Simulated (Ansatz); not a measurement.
# MgI2 monolayer (1T): phonons and vibrational spectra, part 2 of 2

Wanted: vibrations and spectra of MgI2 monolayer (1T); the cell is already relaxed. After the zone centre comes a 3×3×1 q mesh on a 6×6×1 k mesh.

Ansatz 0.2.0; DFT PBE, scalar-relativistic, plane waves, PAW; PAW set soft_1.

So far. Step 2 (Zone-centre response): Before it was imposed, the acoustic sum rule was missed by 1.2e-5 eV/Å² and the charge sum rule by 0.0021 e. Small misses are needed for a sound result but don't prove that mesh and cutoff are converged. The lowest optical mode is real, 58.5 cm⁻¹.

## (3) Response at finite wavevector

Stability and thermal properties need the whole zone. Linear response on a 3×3×1 q mesh gives force constants as far as a supercell of that size would, and the tensors from the zone-centre run are typed in so that the long-range dipole term is interpolated apart.

The input, input.yaml:

```yaml
crystal:
  lattice:
    - [4.2063595851, 0.0, 0.0]
    - [-2.1031797926, 3.6428142582, 0.0]
    - [0.0, 0.0, 30.4]
  atoms:
    - { symbol: Mg, position: [0.0, 0.0, 0.3289473684] }
    - { symbol: I, position: [0.3333333333, 0.6666666667, 0.3839872941] }
    - { symbol: I, position: [0.6666666667, 0.3333333333, 0.2739074427] }
  periodic: [true, true, false]
kpoints:
  mp_grid: { grid: [6, 6, 1] }
hamiltonian:
  xc: pbe
  pseudopotentials: { kind: paw, azcp: { folder: soft_1 } }
scf:
  occupations: { method: fixed }
output:
  eigenvalues: true
phonons:
  method: dfpt
  qmesh: [3, 3, 1]
  temperatures: { t_max: 1000, t_step: 50 }
  qpath:
    path:
      - [0.0, 0.0, 0.0]
      - [0.5, 0.0, 0.0]
      - [0.33333333, 0.33333333, 0.0]
      - [0.0, 0.0, 0.0]
    npoints: 10
  isolated: true
  non_analytic_term:
    high_frequency_dielectric_tensor: [[1.7619, 0.0, 0.0], [0.0, 1.7619, 0.0], [0.0, 0.0, 1.1705]]
    born_effective_charges:
      - { species: Mg, tensor: [[2.5293, 0.0, 0.0], [0.0, 2.5293, 0.0], [0.0, 0.0, 0.4123]] }
      - { species: I, tensor: [[-1.2647, 0.0, 0.0], [0.0, -1.2647, 0.0], [0.0, 0.0, -0.2062]] }
      - { species: I, tensor: [[-1.2647, 0.0, 0.0], [0.0, -1.2647, 0.0], [0.0, 0.0, -0.2062]] }
    source: "zone-centre run at this cell"
```

The run is started by

```sh
> ansatz run input.yaml --threads 4 --pin off --max-ram 16384MiB --backend cpu --events-out ev --progress --plain --runs-dir out
```

Numbers of over 12 decimals in the logs are rounded to 6 here.

The log of the run:

```text
Warning: phonons: the dynamical matrix that this run interpolates holds no multipole term above the dipole-dipole one, and a site of this crystal is no centre of inversion, so its interpolated transverse optical and acoustic branches and sound speeds can stay off near Gamma, and the density of states and the thermodynamics with them. What a run solves at a wave vector of phonons.qpoints, Gamma apart, where the deck admits one, is free of this, and under fd what a larger phonons.supercell samples
[...]
Crystal: 3 atoms, lattice volume = 465.819 Å³
Basis set: ecut = 420 eV, 8975 PW (Γ), exchange–correlation on 60×60×432 points (8 copies of the dense FFT grid, shifted against one another)
Bands: 27, of which v1, the nominal top of the filled ones, is band 22 counted from 1 (21 counted from 0)
Symmetry: 12 space group operations
k-points: 7 of 36 (irreducible under 6 space group operations, time reversal used)
[...]
SCF iter  10: F=-16953.024531 eV  HF=-16953.024531 eV  |F-HF|=7.28e-12  |Δ(HF+E_count)|=  1.24e-10  Δρ=1.69e-8  dr2=9.48e-13  ethr=1.00e-12  ⟨swp⟩=34.7  Hψ=1997  notcnv=0
SCF 1 converged in 10 iterations: F = -16953.024531 eV  dr2 = 9.48e-13
[...]
NSCF: frozen V_eff on 7 k-points
[...]
DFPT response loops at q = (0, 0, 0) (fractional): preconditioner auto → none (the input reference at scf.mixing.eps_inf says where Resta's filter doesn't serve); β = 0.50; Broyden in place of MSR1
[...]
SCF converged after 10 iterations
Free energy (F): -16953.024531 eV
[...]
Internal energy: -16953.024531 eV  (E = F + TS)
E sigma→0 (E₀):  -16953.024531 eV
Fermi energy:    -6.470460 eV
[...]
--- Band table (eV; the first three rows and the last of 7) ---
  k-point 0: bands = [... 18 lower, -6.7389, -6.7389, -6.4705, -6.4705, -2.4810, -1.5637 (-1.5637°), -0.3939 (-0.3994°), -0.3358, ... 1 higher]
  k-point 1: bands = [... 18 lower, -7.1918, -7.0170, -6.9119, -6.5428, -1.8488, -0.9821 (-0.9822°), -0.3129 (-0.3136°), -0.2861, ... 1 higher]
  k-point 2: bands = [... 18 lower, -7.8503, -7.4194, -6.9598, -6.7633, -2.3948, -0.9374, -0.3761 (-0.3761°), 0.5103, ... 1 higher]
  k-point 6: bands = [... 18 lower, -8.7687, -8.2644, -7.1454, -7.1454, -2.0213, 0.0596, 0.0596, 1.4726, ... 1 higher]
  ° read free of the cell's end (the report's vacuum.weakly_bound_levels)
--- Phonons (Γ-DFPT): 6 representative perturbations + reference (Σ response iterations 25) ---
  ASR residual: 6.632e-5 → 0.000e0 eV/Å²; symmetrization residual: 2.910e-5 eV/Å²
[...]
ASR residual per site (eV/Å²): 6.63e-5 1.65e-5 2.26e-5
  Γ frequencies (cm⁻¹): 0.00 0.00 0.00 58.49 58.49 100.75 160.56 160.56 277.49
--- Phonons (arbitrary-q DFPT): 3 irreducible q on the 3×3×1 mesh ---
  q = [0.0000, 0.0000, 0.0000] (star 1, of the zone-centre solve; hermiticity 9.27e-6, symmetrization 1.13e-10, taken by the last average 2.17e-6): -0.00 -0.00 0.00 58.49 58.49 100.75 160.56 160.56 277.49
  q = [0.0000, 0.3333, 0.0000] (star 6, 9 solved perturbations on 21 of 36 k-point pairs; hermiticity 4.00e-6, symmetrization 4.26e-10, taken by the last average 2.95e-6): 38.66 46.69 62.68 70.36 89.79 97.14 159.73 174.50 243.62
  q = [0.3333, 0.3333, 0.0000] (star 2, 6 solved perturbations in 93 linear systems a pass and spin channel, the states on 21 of 36 k-point pairs; hermiticity 6.13e-6, symmetrization 4.26e-7, taken by the last average 4.09e-6): 61.20 66.30 66.30 85.76 85.76 93.81 153.74 198.74 198.74
  sum rule: each row above includes the acoustic sum rule's correction from the zone centre's row sums; it moved no ω² by more than (0.86 cm⁻¹)²
  mesh force constants: q→R imaginary residual 0.00e0; ASR residual 6.632e-5 → 0.000e0 eV/Å²; symmetrization residual 1.776e-15 eV/Å²
  interpolated dispersion: 31 rows × 9 modes
  density of states and harmonic sums: on the 18×18×1 q-mesh, interpolated from the force constants of a 3×3×1 supercell (with the dipole–dipole term of supplied tensors)
  largest difference from the sums on the solved wave vectors: F 9.00e-2 eV, S 1.13e-4 and C_V 2.31e-5 eV/K
  zero-point energy: 0.060796 eV/cell   skipped modes (ω ≤ 0): 6, of them read as no rigid motion or as one in doubt: 3 (5.556e-2 modes/cell left out, lowest -6.35 cm⁻¹)   left out of the sums: 7.20e-3 of the cell's modes: C_V's classical limit lies that fraction below 3 k_B per atom; for a crystal, a wire or a layer, F and S can be off by more, and a phonons.interpolated_qmesh denser along its periods is the remedy for the sampling
```

Run time: 2.5 min. Hardware: 4 threads of Arm Neoverse V1, shared host; peak memory 1.5 GiB; 9.4 min of CPU time.

This step gave:

```
sum-rule residual before enforcement                    : 6.63e-5 eV/Å²
lowest frequency on the path                            : -6.119 cm⁻¹
highest frequency on the path or at a solved wavevector : 277.5 cm⁻¹
lowest mode on the q mesh (acoustic modes at Γ apart)   : 38.66 cm⁻¹
```

Frequencies (cm⁻¹) solved at each irreducible wavevector; negative means imaginary. Frequencies by wavevector, by row:

```tsv
q in reciprocal lattice units	star	mode 1	mode 2	mode 3	mode 4	mode 5	mode 6	mode 7	mode 8	mode 9
0 0 0	1	0	0	0	58.5	58.5	100.8	160.6	160.6	277.5
0 0.3333 0	6	38.7	46.7	62.7	70.4	89.8	97.1	159.7	174.5	243.6
0.3333 0.3333 0	2	61.2	66.3	66.3	85.8	85.8	93.8	153.7	198.7	198.7
```

Interpolated from a 3×3×1 q mesh, with the LO-TO term (at Γ the limit along the path; where Γ stands inside the path, tables give the limit on arrival). Phonon branches along the path, in cm⁻¹:

```tsv
point	branch 1	branch 2	branch 3	branch 4	branch 5	branch 6	branch 7	branch 8	branch 9
Γ	0	0	0	58	58	101	161	161	278
M	58	60	60	72	87	103	143	154	253
K	61	66	66	86	86	94	154	199	199
Γ	0	0	0	58	58	101	161	161	278
```

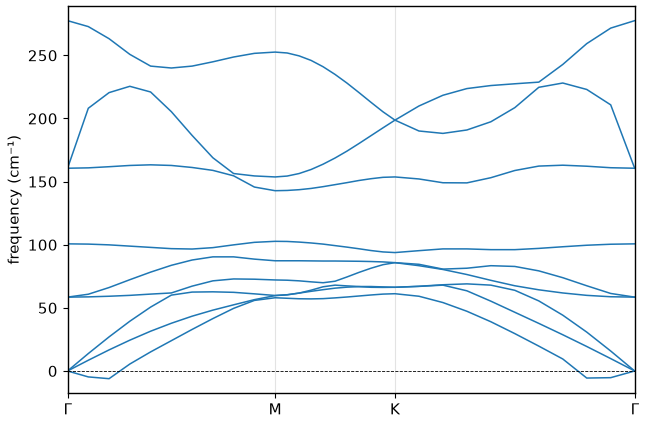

Phonon branches along the path.

The phonon density of states has structure finer than the step of the table below, so its rows give means over 20 cm⁻¹, whole bins alone (the curve runs from -7.5 to 278 cm⁻¹). Peaks (cm⁻¹: height): 67.5: 0.160, 87.5: 0.103, 97.5: 0.165, 162.5: 0.0738, 237.5: 0.0385.

Tetrahedra on a 18×18×1 mesh, mean over bins of 5 cm-1. Interpolated from a 3×3×1 q mesh. Table of phonon density of states by wavenumber; means over each step:

```tsv
wavenumber (cm⁻¹)	phonon density of states (1/cm⁻¹/cell)
20	0.0171
40	0.0366
60	0.110
80	0.0729
100	0.0572
120	0
140	0.0165
160	0.0448
180	0.0174
200	0.0111
220	0.0224
240	0.0311
260	0.00612
```

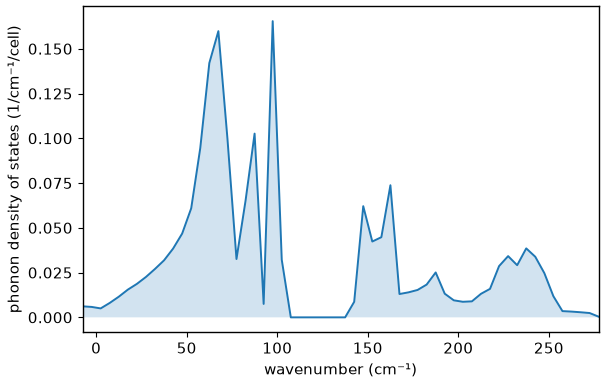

Phonon density of states, plotted against wavenumber.

The partial phonon density of states has structure finer than the step of the table below, so its rows give means over 20 cm⁻¹, whole bins alone (the curve runs from -17.8 to 296 cm⁻¹). Peaks (cm⁻¹: height): I 67.0: 0.153, 86.8: 0.0843, 96.6: 0.128; Mg 153.8: 0.0455, 161.7: 0.0579, 187.3: 0.0349, 205.1: 0.0185, 228.8: 0.0363, 244.5: 0.0323.

Phonopy on the run's constants, 15x15x1 mesh, Gaussian sigma 2.2 cm-1. Interpolated from a 3×3×1 q mesh. Partial phonon density of states against wavenumber; means over each step; values in 1/cm⁻¹/cell:

```tsv
wavenumber (cm⁻¹)	I	Mg
0	0.00605	5.6e-4
20	0.0148	0.00136
40	0.0340	0.00297
60	0.108	0.00489
80	0.0677	0.00300
100	0.0558	5.0e-4
120	8.5e-6	0
140	0.00273	0.0149
160	0.00463	0.0406
180	0.00185	0.0193
200	0.00127	0.0146
220	8.9e-4	0.0144
240	0.00136	0.0232
260	4.8e-4	0.00840
280	1.2e-4	0.00121
```

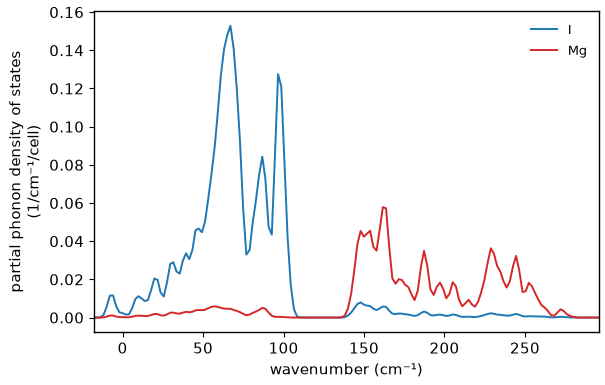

Partial phonon density of states, plotted against wavenumber.

Symmetry leaves 3 wavevectors to solve. The lowest mode among them, the acoustic zeros apart, lies at q = (0, 0.333, 0) and is real, 38.7 cm⁻¹. Between them the interpolated path dips to 6i cm⁻¹.

## (4) Another isotope

An isotope changes the mass and not the force constants, so no new electronic calculation is needed; the shifts show which modes move this element.

The same force constants with the mass of Mg changed from 24.305 to 25.983 u (phonopy, no LO-TO term). Both lists are sorted by frequency; levels can cross, so a row need not hold one and the same mode. Modes under 3 cm⁻¹ are left out. Isotope shifts, by row:

```tsv
q	rank	natural mass (cm⁻¹)	changed mass (cm⁻¹)
0 0 0	4	58.49	58.49
0 0 0	5	58.49	58.49
0 0 0	6	100.8	100.8
0 0 0	7	160.6	155.8
0 0 0	8	160.6	155.8
0 0 0	9	277.5	269.2
0 0.3333 0	1	38.66	38.53
0 0.3333 0	2	46.69	46.59
0 0.3333 0	3	62.68	62.63
0 0.3333 0	4	70.36	70.26
0 0.3333 0	5	89.79	89.75
0 0.3333 0	6	97.14	97.14
0 0.3333 0	7	159.7	155
0 0.3333 0	8	174.5	169.4
0 0.3333 0	9	243.6	236
0.3333 0.3333 0	1	61.2	60.96
0.3333 0.3333 0	2	66.3	66.23
0.3333 0.3333 0	3	66.3	66.23
0.3333 0.3333 0	4	85.76	85.67
0.3333 0.3333 0	5	85.76	85.67
0.3333 0.3333 0	6	93.81	93.81
0.3333 0.3333 0	7	153.7	149.3
0.3333 0.3333 0	8	198.7	192.6
0.3333 0.3333 0	9	198.7	192.6
```

A mode of this element alone would shift by -3.28 %. The highest zone-centre frequency without the field goes from 277.5 to 269.2 cm⁻¹ (-3.0 %). The product of the frequency ratios over all optical modes at Γ is 0.913; the product rule, (m/m′)^(3k/2) (M′/M)^(3/2) with k = 1 such atoms and M the mass of the cell, gives 0.913.

## (5) Results

| Item | Value |
| --- | --- |
| space group (within 0.01 Å) | P-3m1 |
| area per atom | 5.11 Å² |
| gap on the k-mesh | 3.66 eV |
| highest optical mode at the zone centre (no LO-TO term) | 277 cm⁻¹ |
| lowest optical zone-centre mode | 58.5 cm⁻¹ |
| largest Born charge (third of the trace) | 1.82 e |
| lowest mode on the q mesh (acoustic modes at Γ apart) | 38.7 cm⁻¹ |
| highest frequency on the path or at a solved wavevector | 278 cm⁻¹ |
| imaginary modes on the 3×3×1 q mesh | none |

What this shows: No mode is imaginary at the 3 irreducible wavevectors solved, but between them the interpolated path dips to 6.1i cm⁻¹, so stability is not settled. Without the field, the optical modes at Γ span 58 to 277 cm⁻¹. The highest mode in this list at Γ, 277.5 cm⁻¹, is mostly motion of Mg (91 % of the kinetic energy). The strongest infrared line is at 161 cm⁻¹. Averaged over orientations, the strongest Raman line at 532 nm and 300 K is at 101 cm⁻¹. In a sheet or slab the interpolated bending branch near Γ is rough, since the rotational sum rule isn't imposed. Dielectric tensors refer to the cell with its vacuum. Spin-orbit coupling is left out, which can matter for the heavy elements here. The starting cell was built on a prototype and not taken from a measurement. These are harmonic frequencies at zero temperature: anharmonic shifts, linewidths and thermal expansion are left out.

[Logs are printed without paths, hosts, clocks, repeated set-up lines and the standing remarks that a program may print on its own settings, such as how far it seeks lower states.]

[Hosts, paths, dates, database ids (printed as entryN), source tags and the programs' standing remarks are cut or masked in the printed files.]
